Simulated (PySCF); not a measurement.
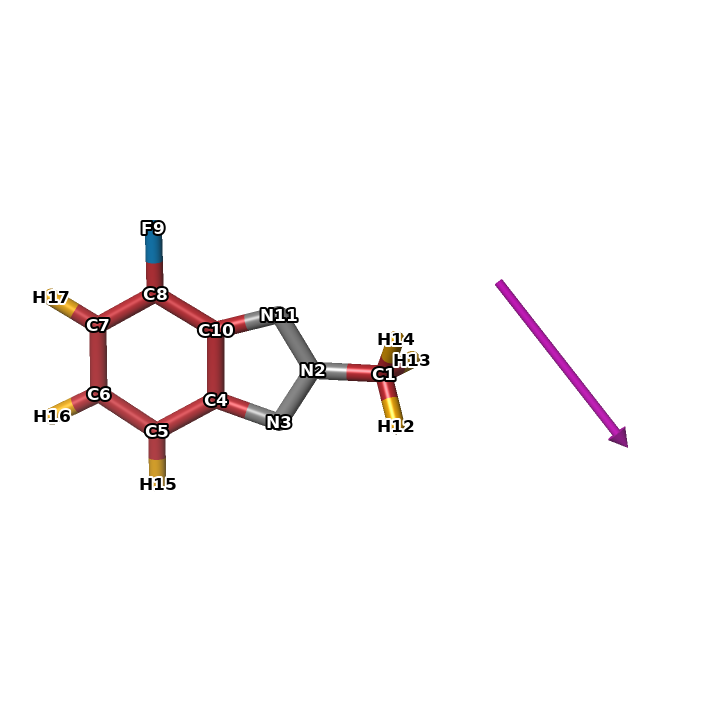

The arrow beside the molecule shows the direction of the dipole moment, from the negative to the positive end (its length means nothing). Computed geometry: GFN2-xTB optimisation. No frequency run is at hand to confirm it as a minimum. Properties computed with PBE0/pcSseg-1, gas phase (PySCF 2.14.0).

Q: How large is the dipole moment?

A: 1.87 D; it points from the side of F9, H17 to the side of H12 (the outermost atoms at the two ends).
